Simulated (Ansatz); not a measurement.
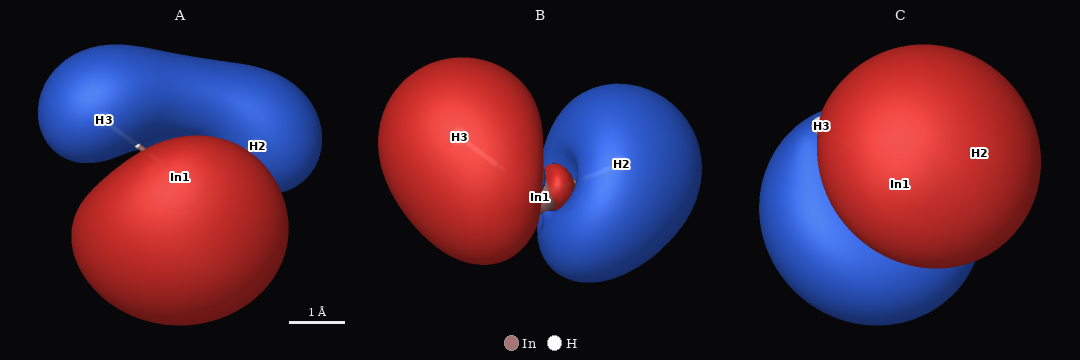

The picture shows: H₂In (SMILES [InH2]) (doublet). Three frontier orbitals at ±0.06 Å⁻³ᐟ² (red and blue are the two phases), in no order.

Core potentials replace the inner electrons of In.

Level of theory: UKS PBE0-D4/def2-SVP in Ansatz.

**Order the three orbitals by energy and name them. All are α orbitals.**

B is the HOMO−1 (α) (−8.36 eV). By Hirshfeld shares it lies mainly on In1 (about 40 %), H2 (about 30 %) and H3 (about 30 %); it is symmetric in the molecular plane (an in-plane orbital: σ, lone-pair or in-plane π type). A is the HOMO (α) (−5.43 eV). Its weight (Hirshfeld) is mainly on In1 (about 75 %), H2 (about 10 %) and H3 (about 10 %); it is symmetric in the molecular plane (an in-plane orbital: σ, lone-pair or in-plane π type). C is the LUMO (α) (−2.04 eV). By Hirshfeld shares it lies mainly on In1 (about 95 %); it changes sign across the molecular plane (π type).

**What is the gap between the highest occupied and lowest empty α orbitals?**

3.39 eV between the orbital energies.
